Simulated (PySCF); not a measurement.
The calculation's input:

```
{"job": {"kind": "nmr", "xc": "PBE0", "basis": "pcSseg-1"}, "charge": 0, "multiplicity": 1}
C      2.770807    -0.804351     0.293470
C      1.551549    -0.698043    -0.197883
C      0.940326     0.579087    -0.679424
C     -0.360967     0.881666     0.068857
O     -1.323736    -0.079461    -0.243055
Si    -2.825386    -0.267002     0.326817
H      3.426688     0.047926     0.370317
H      3.170374    -1.744934     0.632046
H      0.903791    -1.561047    -0.265960
H      1.632030     1.411698    -0.540329
H      0.703938     0.488038    -1.743090
H     -0.729602     1.875437    -0.216662
H     -0.174227     0.887263     1.150418
H     -3.654057     0.910775     0.046708
H     -2.826404    -0.475429     1.778800
H     -3.212721    -1.442679    -0.433391
```

Command:

```sh
OMP_NUM_THREADS=1 python probes_run.py task.json out
```

Geometry: GFN2-xTB.

Computed with PBE0/pcSseg-1, SCF density, gas phase, non-relativistic in PySCF.

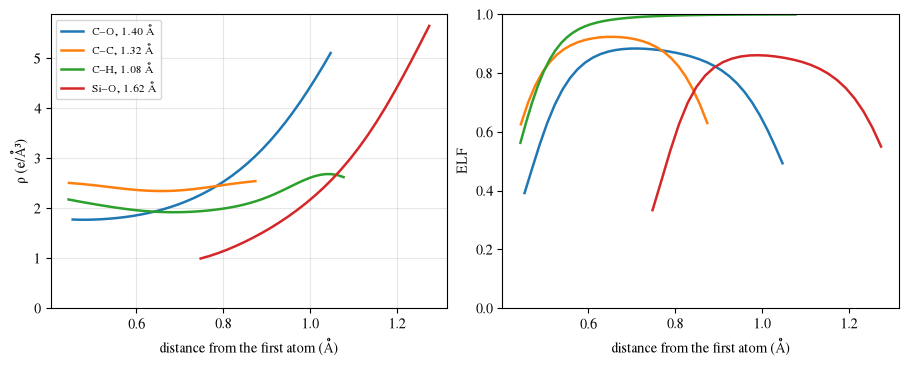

C₄H₁₀OSi (SMILES C=CCCO[SiH3]). Total electron density and ELF along straight lines between neighbouring atoms. The curves leave out the atomic cores.

> What kind of bonding do the profiles show?

C–O (1.40 Å): ρ is about 2.1 e/Å³ halfway, with its minimum of 1.8 e/Å³ about 0.5 Å from C; the ELF peaks at about 0.90 between the atoms, as expected for a shared but strongly polarised pair.
C–C (1.32 Å): the density is about 2.3 e/Å³ at the midpoint; the ELF peaks at about 0.90 between the atoms; a multiple bond.
C–H (1.08 Å): ρ is about 2 e/Å³ halfway; the ELF climbs to about 1 towards the hydrogen, as it does in any bond to H; an ordinary covalent bond to hydrogen.
Si–O (1.62 Å): ρ at the midpoint is about 1.2 e/Å³; the ELF peaks at about 0.85 between the atoms; a short, strongly polar bond.
